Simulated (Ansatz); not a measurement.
**UBLYP/6-311+G(d,p) run of C2H6B (SMILES [CH2]BC)**

What is the vertical doublet–quartet gap of C2H6B at UBLYP/6-311+G**? 

The calculation is run with Ansatz 0.2.0.

45 further runs of the same task are left out: 45 set aside as unsound or not needed.

### Step 1. The molecule

C2H6B has 9 atoms, charge 0, and is taken as a doublet. As SMILES, `[CH2]BC`. Geometry: relaxed at PBE0-D4/def2-TZVP. This is one conformer, not always the lowest.

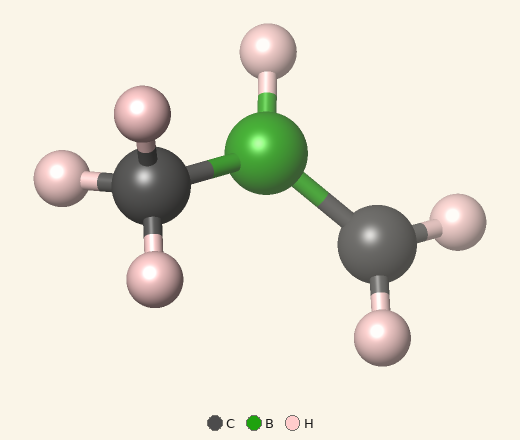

Viewed from a chosen angle; carbon dark grey, boron green, hydrogen pink.

### Step 2. The energy at UBLYP/6-311+G(d,p)

job.yaml reads:

```yaml
crystal:
  periodic: [false, false, false]
  atoms:
    - {symbol: C, position_ang: [-0.840100, 0.743300, -1.023500]}
    - {symbol: B, position_ang: [0.191800, 0.540800, 0.089100]}
    - {symbol: C, position_ang: [0.525000, -0.860100, 0.691800]}
    - {symbol: H, position_ang: [-1.406600, -0.078400, -1.457800]}
    - {symbol: H, position_ang: [-1.074500, 1.714900, -1.450600]}
    - {symbol: H, position_ang: [0.769100, 1.506600, 0.513000]}
    - {symbol: H, position_ang: [-0.036500, -1.695300, 0.267500]}
    - {symbol: H, position_ang: [1.596100, -1.069200, 0.576400]}
    - {symbol: H, position_ang: [0.364200, -0.849200, 1.777100]}
basis:
  gaussian: {orbitals: 6-311+G_st__st_.json}
magnetization: {spin_polarized: true, initial_magnetization: 1}
hamiltonian: {xc: {name: BLYP}}
accuracy: high
output: {orbitals: {seedname: orbitals}}
```

The basis set 6-311+G** is read from a file made from the Basis Set Exchange's data (not shown).

Command:

```bash
$ ansatz run job.yaml --threads 1 --pin off --max-ram 3480MiB --events-out events.jsonl --progress --plain --runs-dir runs
```

Output:

```text
Warning: RAYON_NUM_THREADS=1 ignored (pool sized by the plan → 1); use --threads N
Functional definition: BLYP
  name "BLYP"
  parameter beta = 0.0042
  parameter a = 0.04918
  parameter b = 0.132
  parameter c = 0.2533
  parameter d = 0.349
  exchange = b88_x(beta = beta)
  correlation = lyp_c(a = a, b = b, c = c, d = d)
2069 factors; integrals over basis functions are off by at most 3.6e-9 eV
mean field evaluation 1: about -2832.0968 eV, gradient 5.3e1 eV
mean field evaluation 2: about -2811.6752 eV, gradient 7.4e1 eV
mean field evaluation 4: about -2845.5199 eV, gradient 4.2e0 eV
mean field evaluation 8: about -2845.6138 eV, gradient 8.3e-2 eV
mean field evaluation 16: about -2845.6139 eV, gradient 5.4e-6 eV
mean field -2845.61386255 eV, -104.5743806225 hartree, gradient 5.3e-8 eV, S^2 0.751965; 0 other end points of the search recorded, 0 dependent functions left out
reference -2845.61392413 eV, -104.5743828855 hartree; 12, 11 occupied and 90, 91 virtual orbitals, 2069 factors
Total energy: -2845.61392413 eV, -104.5743828855 hartree
```

It took 9.3 s on 1 thread of Arm Neoverse V2, shared host; peak memory 0.32 GiB.

### Step 3. The quartet at the same level

in.yaml reads:

```yaml
crystal:
  periodic: [false, false, false]
  atoms:
    - {symbol: C, position_ang: [-0.840100, 0.743300, -1.023500]}
    - {symbol: B, position_ang: [0.191800, 0.540800, 0.089100]}
    - {symbol: C, position_ang: [0.525000, -0.860100, 0.691800]}
    - {symbol: H, position_ang: [-1.406600, -0.078400, -1.457800]}
    - {symbol: H, position_ang: [-1.074500, 1.714900, -1.450600]}
    - {symbol: H, position_ang: [0.769100, 1.506600, 0.513000]}
    - {symbol: H, position_ang: [-0.036500, -1.695300, 0.267500]}
    - {symbol: H, position_ang: [1.596100, -1.069200, 0.576400]}
    - {symbol: H, position_ang: [0.364200, -0.849200, 1.777100]}
basis:
  gaussian:
    orbitals: 6-311+G_st__st_.json
magnetization:
  spin_polarized: true
  initial_magnetization: 3
hamiltonian:
  xc: {name: BLYP}
accuracy: high
output: {orbitals: {seedname: orbitals}}
```

The basis set 6-311+G** is read from a file made from the Basis Set Exchange's data (not shown).

Command:

```bash
$ ansatz run in.yaml --threads 1 --pin off --max-ram 3480MiB --events-out events.jsonl --progress --plain --runs-dir runs
```

Output, shortened:

```text
Warning: RAYON_NUM_THREADS=1 ignored (pool sized by the plan → 1); use --threads N
[... 9 set-up lines as earlier in the session ...]
2069 factors; integrals over basis functions are off by at most 3.6e-9 eV
mean field evaluation 1: about -2824.3089 eV, gradient 5.4e1 eV
mean field evaluation 2: about -2785.7311 eV, gradient 8.9e1 eV
mean field evaluation 4: about -2837.8825 eV, gradient 1.3e1 eV
mean field evaluation 8: about -2839.1835 eV, gradient 5.3e-1 eV
mean field evaluation 16: about -2839.1814 eV, gradient 2.6e-3 eV
mean field evaluation 32: about -2836.7913 eV, gradient 8.8e0 eV
mean field evaluation 64: about -2837.9114 eV, gradient 2.7e0 eV
mean field -2839.18136482 eV, -104.3379906910 hartree, gradient 2.8e-8 eV, S^2 3.754314; 8 other end points of the search recorded, 0 dependent functions left out
reference -2839.18142411 eV, -104.3379928697 hartree; 13, 10 occupied and 89, 92 virtual orbitals, 2069 factors
Total energy: -2839.18142411 eV, -104.3379928697 hartree
```

It took 14 s on 1 thread of Arm Neoverse V2, shared host; peak memory 0.35 GiB.

### Step 4. What came out

Level: UBLYP/6-311+G**.

| quantity | value |
| --- | --- |
| doublet: total energy | -104.57438 Eh |
| doublet: HOMO energy (highest over α and β) | -6.15 eV |
| doublet: LUMO energy (lowest over α and β) | -4.55 eV |
| doublet: ⟨S²⟩ | 0.752 |
| quartet: total energy | -104.33799 Eh |
| quartet: HOMO energy (highest over α and β) | -1.25 eV |
| quartet: ⟨S²⟩ | 3.754 |
| vertical energy of the quartet above the doublet | 6.433 eV |

At this shape the quartet lies 6.43 eV (148 kcal/mol) above the doublet.
